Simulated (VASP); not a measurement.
Band structure of Zn (hcp). Level of theory: SCAN meta-GGA, VASP's PBE PAW potentials (set 64) (plane waves; VASP 6.6.1).

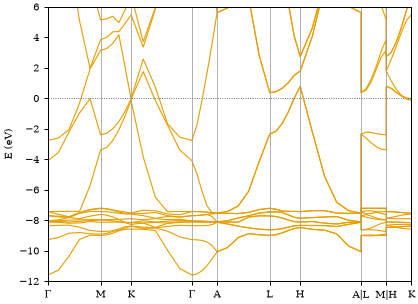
*Bands along high-symmetry lines, zero at the valence-band maximum or, without a gap, the Fermi level*

Problem. Read the plot: is there a gap, and where are the band edges?

Solution. It has no gap at this level: it comes out as a metal or semimetal.

The compound is Zn in the hcp structure. It was relaxed first, which changed the volume by -8 %.
